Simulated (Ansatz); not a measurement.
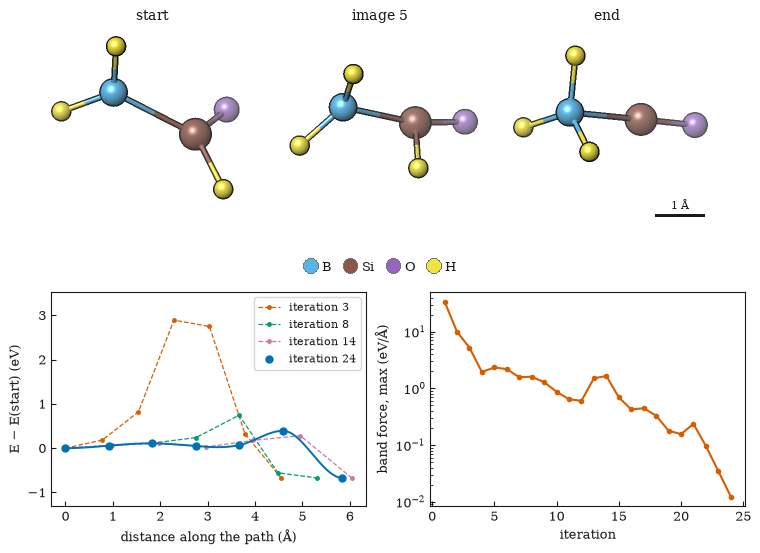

A nudged-elastic-band calculation for BSiH₃O. Images are numbered from 0 (start) to 6 (end). The plot follows the band through its iterations. The picture is a ball-and-stick view, seen from a free direction.

The calculation used RKS B3LYP/def2-TZVP (Ansatz 0.2.0).

Input file:
```yaml
crystal:
  periodic: [false, false, false]
  atoms:
    - { symbol: B, position_ang: [0.256147, -0.529809, -0.857709] }
    - { symbol: Si, position_ang: [-0.237058, 0.477554, 0.803207] }
    - { symbol: O, position_ang: [-0.46387, 1.986725, 0.741421] }
    - { symbol: H, position_ang: [-0.584722, -0.9699, -1.574953] }
    - { symbol: H, position_ang: [1.395066, -0.656193, -1.177177] }
    - { symbol: H, position_ang: [-0.365564, -0.308376, 2.065202] }
basis:
  gaussian: { orbitals: def2-TZVP }
hamiltonian:
  xc: b3lyp
neb:
  order_check: false
  images: 5
  f_tol: 0.03
  max_iterations: 60
  final_atoms:
    - { symbol: B, position_ang: [0.16650567, -0.7682143, -0.22880416] }
    - { symbol: Si, position_ang: [-0.23655628, 1.12087049, 0.32387293] }
    - { symbol: O, position_ang: [-0.54883087, 2.53179011, 0.75394428] }
    - { symbol: H, position_ang: [1.28651852, -0.63493301, -0.64082479] }
    - { symbol: H, position_ang: [-0.70224784, -0.93484097, -1.04138248] }
    - { symbol: H, position_ang: [0.03460981, -1.31467132, 0.83318521] }
  initial_path:
    images:
      - { positions_ang: [[0.256147, -0.529809, -0.857709], [-0.237058, 0.477554, 0.803207], [-0.46387, 1.986725, 0.741421], [-0.584722, -0.9699, -1.574953], [1.395066, -0.656193, -1.177177], [-0.365564, -0.308376, 2.065202]] }
      - { positions_ang: [[0.23572563, -0.52057762, -0.74998212], [-0.27650208, 0.56322364, 0.83146387], [-0.28087359, 2.05011253, 0.82932942], [-0.44763766, -1.18379244, -1.24923451], [1.23885782, -0.4859295, -1.24299527], [-0.46957112, -0.42303562, 1.58140962]] }
      - { positions_ang: [[0.21530425, -0.51134624, -0.64225524], [-0.31594616, 0.64889328, 0.85972073], [-0.09787718, 2.11350007, 0.91723783], [-0.31055332, -1.39768488, -0.92351603], [1.08264963, -0.31566599, -1.30881354], [-0.57357823, -0.53769524, 1.09761725]] }
      - { positions_ang: [[0.19488288, -0.50211486, -0.53452836], [-0.35539024, 0.73456293, 0.8879776], [0.08511924, 2.1768876, 1.00514625], [-0.17346898, -1.61157731, -0.59779754], [0.92644145, -0.14540249, -1.37463182], [-0.67758535, -0.65235486, 0.61382487]] }
      - { positions_ang: [[0.18542381, -0.59081467, -0.4326203], [-0.31577892, 0.86333212, 0.69994271], [-0.12619747, 2.29518844, 0.92141226], [0.31319352, -1.28602921, -0.61213996], [0.38354502, -0.40854865, -1.2635487], [-0.44018696, -0.87312702, 0.68694499]] }
      - { positions_ang: [[0.17596474, -0.67951448, -0.33071223], [-0.2761676, 0.99210131, 0.51190782], [-0.33751417, 2.41348927, 0.83767827], [0.79985602, -0.96048111, -0.62648237], [-0.15935141, -0.67169481, -1.15246559], [-0.20278858, -1.09389917, 0.7600651]] }
      - { positions_ang: [[0.16650567, -0.7682143, -0.22880416], [-0.23655628, 1.12087049, 0.32387293], [-0.54883087, 2.53179011, 0.75394428], [1.28651852, -0.63493301, -0.64082479], [-0.70224784, -0.93484097, -1.04138248], [0.03460981, -1.31467132, 0.83318521]] }
```

Run as
```bash
ansatz run input.yaml --threads 2 --pin off --max-ram 3072MiB --backend cpu --events-out ev --progress --plain --runs-dir out
```

> How did the profile develop, and is the result final?

The run is converged, with reservations. The band converged in 24 iterations. The largest component of the band force went from 34 to 0.012 eV/Å. The climbing image converged on the top of the path. Its vibrational analysis gives one imaginary mode (426i cm⁻¹), as a transition state must have. The first iteration put the highest image at 12.77 eV. The energy climbs by 0.39 eV to image 5 and then falls by 1.06 eV, so the end point sits at −0.67 eV.

Cost: 2.9 min on 2 threads of Arm Neoverse V2, with other jobs on the host, peak memory 0.23 GiB.
